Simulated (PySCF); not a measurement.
# Ta(OH)₂: relaxation and vibrations of the quartet

The task is one start of a wider search on Ta(OH)₂: the quartet, from a PBE0 minimum start. It is relaxed, tested by its Hessian and followed downhill if it is a saddle.

Program: PySCF 2.14.0. Level of theory: PBE0, basis Ta def2-SVP with ECP60, O def2-SVP, H def2-SVP, scalar-relativistic core potentials, no spin–orbit coupling, density fitting. These are calculated values, not measurements.

**1. Where the work starts**

5 atoms, charge 0, spin multiplicity 4.

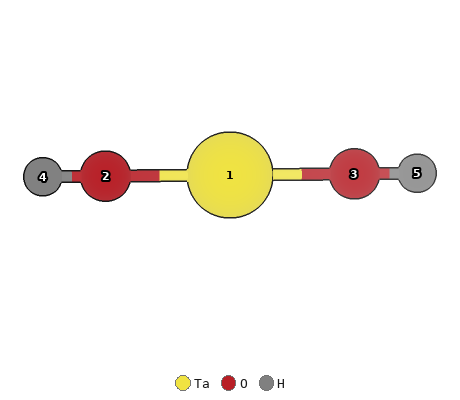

The starting geometry (tantalum yellow, oxygen red, hydrogen grey); atoms are numbered from 1 in the order of the file.

```xyz
5
charge 0 multiplicity 4
Ta    0.0000    0.0000    0.0000
O     1.8968    0.0000    0.0000
O    -1.8968    0.0000    0.0000
H     2.8516    0.0000    0.0000
H    -2.8516    0.0000    0.0000
```

**2. First SCF at the start**

The steps below are one call of a driver around PySCF. For each, scf.py gives the equivalent set-up of the SCF; relaxations use the driver's own optimiser. After this first run the driver tries any further starts and a stability analysis.

scf.py reads:

```python
from pyscf import gto, scf, dft
mol = gto.M(atom='''
Ta     0.000000     0.000000     0.000000
O      1.896810     0.000000    -0.000000
O     -1.896810    -0.000000     0.000000
H      2.851640     0.000000    -0.000000
H     -2.851640    -0.000000     0.000000''',
    basis={'Ta': 'def2-SVP', 'O': 'def2-SVP', 'H': 'def2-SVP'},
    ecp={'Ta': 'def2-SVP'},
    charge=0, spin=3)
mf = dft.UKS(mol, xc='PBE0')
mf.grids.atom_grid = (50, 194)
aux = {'Ta': 'def2-universal-JKFIT', 'O': 'def2-universal-JKFIT', 'H': 'def2-universal-JKFIT'}
mf = mf.density_fit(auxbasis=aux)
mf.conv_tol = 1e-08
mf.diis_space = 10
mf.max_cycle = 60
mf.init_guess = 'minao'
mf.verbose = 4
mf.kernel()
```

Started as:

```console
$ OMP_NUM_THREADS=2 python axn.py task.json out
```

What it wrote:

```text
init E= -195.629568000392
[... the frontier-level lines of each cycle are left out ...]
cycle= 1 E= -208.116336319425  delta_E= -12.5  |g|= 0.734  |ddm|= 5.55
cycle= 2 E= -208.079462520841  delta_E= 0.0369  |g|= 0.832  |ddm|= 1.95
cycle= 3 E= -208.390943190228  delta_E= -0.311  |g|= 0.108  |ddm|= 1.03
cycle= 4 E= -208.39476860916  delta_E= -0.00383  |g|= 0.0533  |ddm|= 0.145
cycle= 5 E= -208.396143860938  delta_E= -0.00138  |g|= 0.00238  |ddm|= 0.0483
cycle= 6 E= -208.396155486776  delta_E= -1.16e-05  |g|= 0.000842  |ddm|= 0.00747
cycle= 7 E= -208.396157077312  delta_E= -1.59e-06  |g|= 0.000123  |ddm|= 0.00261
cycle= 8 E= -208.396157095756  delta_E= -1.84e-08  |g|= 2.72e-05  |ddm|= 0.000295
cycle= 9 E= -208.396157096434  delta_E= -6.78e-10  |g|= 6.02e-06  |ddm|= 6.53e-05
Extra cycle  E= -208.396157096474  delta_E= -4e-11  |g|= 2.35e-06  |ddm|= 1.09e-05
converged SCF energy = -208.396157096474  <S^2> = 3.7600057  2S+1 = 4.0049997
```

This step, with its further starts and checks, took 8.4 s on 2 threads of Arm Neoverse V2, shared host.

Energies from each starting density:

| start | energy (Eh) |
| --- | --- |
| the minimal-basis guess | -208.396157 |
| a thermally smeared density | -208.396157 |
| a smeared PBE density | -208.396157 |

The test of internal stability and the other starts found no lower solution of this spin.

**3. Relaxation: PBE0 minimum start, quartet**

The program finds D∞h symmetry in the start, which this walk keeps.

Changes to scf.py since step 2:

```diff
@@ -4,4 +4,4 @@
-O      1.896810     0.000000    -0.000000
-O     -1.896810    -0.000000     0.000000
-H      2.851640     0.000000    -0.000000
-H     -2.851640    -0.000000     0.000000''',
+O      1.896810     0.000000     0.000000
+O     -1.896810     0.000000     0.000000
+H      2.851640     0.000000     0.000000
+H     -2.851640     0.000000     0.000000''',
@@ -18 +17,0 @@
-mf.init_guess = 'minao'
```

Steps of the walk:

| step | energy (Eh) | change (kJ/mol) | largest symmetric gradient (Eh/bohr) |
| --- | --- | --- | --- |
| 0 | -208.396157 | 0.00 | 0.00004 |

The walk took 1.3 s.

Positions (Å) and forces (eV/Å) along the way:

```
step 0
Ta   0.000   0.000   0.000   0.000   0.000   0.000
O    1.897   0.000   0.000   0.002   0.000   0.000
O   -1.897   0.000   0.000  -0.002   0.000   0.000
H    2.852   0.000   0.000   0.000   0.000   0.000
H   -2.852   0.000   0.000   0.000   0.000   0.000
```

After 0 steps and 0.0 kJ/mol it ends at D∞h: O–H 0.955 Å (×2), Ta–O 1.897 Å (×2); H–O–Ta 180.0° (×2), O–Ta–O 180.0°.

**4. Frequencies**

On the finer grid the gradient is checked again; gradients at displacements of ±0.02 bohr then give force constants and infrared intensities.

Changes to scf.py since step 3:

```diff
@@ -12 +12 @@
-mf.grids.atom_grid = (50, 194)
+mf.grids.atom_grid = (75, 302)
@@ -15 +15 @@
-mf.conv_tol = 1e-08
+mf.conv_tol = 1e-10
```

This SCF starts from the last density.

Log of the central SCF (cycles and frontier levels):

```text
init E= -208.396116062019
[... the frontier-level lines of each cycle are left out ...]
cycle= 1 E= -208.396116062019  delta_E= 2.27e-13  |g|= 1.23e-06  |ddm|= 2.98e-06
Extra cycle  E= -208.396116062018  delta_E= 9.09e-13  |g|= 2.03e-06  |ddm|= 3.58e-06
converged SCF energy = -208.396116062018  <S^2> = 3.7600051  2S+1 = 4.0049994
```

The whole step took 25 s.

Geometry: D∞h; O–H 0.955 Å (×2), Ta–O 1.897 Å (×2); H–O–Ta 180.0° (×2), O–Ta–O 180.0°.

Modes, for the most abundant isotopes:

| symmetry | ω (cm⁻¹) | IR (km/mol) |
| --- | --- | --- |
| πu | 61 | 46.8 |
| πu | 443 | 380 |
| πg | 497 | 0.0 |
| σu+ | 701 | 260 |
| σg+ | 745 | 0.0 |
| σu+ | 4037 | 535 |
| σg+ | 4040 | 0.0 |

All wavenumbers are real: a minimum.

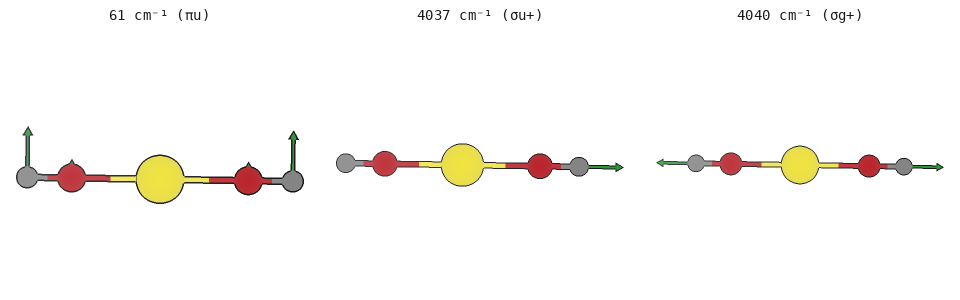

Displacements of 3 of the modes, as arrows (one member where a mode is degenerate).

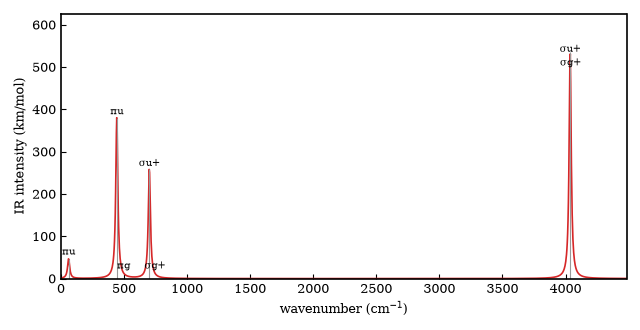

The harmonic infrared spectrum (widths in cm⁻¹). Lines are broadened to a width of 20 cm⁻¹ (Lorentzian).

Constants and moments:

```yaml
Dipole_moment: 0.00 D
Highest_occupied_level: -4.70 eV
Lowest_empty_level: -1.74 eV
Rotational_constants: 0.1282 cm⁻¹
Zero-point_energy: 68.9 kJ/mol
Principal_polarisabilities: 53.4, 57.2, 57.2 bohr³
Atomisation_energy_without_zero-point_energy: 1911 kJ/mol
Principal_traceless_quadrupole_moments_about_the_centre_of_mass: -6.12, -6.12, 12.25 D Å
Entropy_at_298.15_K_and_1_bar_electronic_part_spin_only: 303.2 J/(mol K)
Heat_capacity_Cp_at_298.15_K: 74.2 J/(mol K)
Enthalpy_at_298.15_K_above_0_K: 16.09 kJ/mol
Rotational_symmetry_number: 2
Spin_squared_⟨S²⟩: 3.760
```

Populations by atom (charges in e):

| atom | Mulliken | Löwdin | polar tensor | spin (Mulliken) | Mayer order to Ta1 |
| --- | --- | --- | --- | --- | --- |
| Ta1 | 0.53 | 0.05 | 0.89 | 3.15 | – |
| O2,3 | -0.46 | -0.12 | -0.80 | -0.07 | 1.16 |
| H4,5 | 0.19 | 0.10 | 0.36 | 0.00 | 0.04 |

Mulliken populations on Ta1 (outside its core potential): s 2.82, p 6.23, d 3.32, f 0.09.

**5. Results**

| quantity | value |
| --- | --- |
| minimum | quartet, D∞h |
| geometry | O–H 0.955 Å (×2), Ta–O 1.897 Å (×2); H–O–Ta 180.0° (×2), O–Ta–O 180.0° |
| wavenumbers (cm⁻¹) | 61 (πu), 443 (πu), 497 (πg), 701 (σu+), 745 (σg+), 4037 (σu+), 4040 (σg+) |
| dipole moment | 0.00 D |
| highest occupied, lowest empty level (either spin) | -4.70, -1.74 eV |
| polar-tensor charge of Ta1 | +0.89 e |
| zero-point energy | 68.9 kJ/mol |
| entropy at 298.15 K | 303.2 J/(mol K) |
| atomisation energy (no zero-point energy) | 1911 kJ/mol |
| ⟨S²⟩ | 3.760 |

The molecule stays D∞h, as typed, and the end point is a minimum. In the infrared the band at 4037 cm⁻¹ (σu+) leads. The dipole vanishes although Ta1 carries +0.9 e by the polar tensor: the bond dipoles cancel. Most of the spin sits on Ta1 (Mulliken spin 3.15, against 3 for the whole molecule). Other starts or spin states, not run here, may lie lower. One determinant may miss the lowest occupation of an open d or f shell. Spin–orbit coupling, left out here, can matter for elements this heavy.

The search up to here took 35 s.
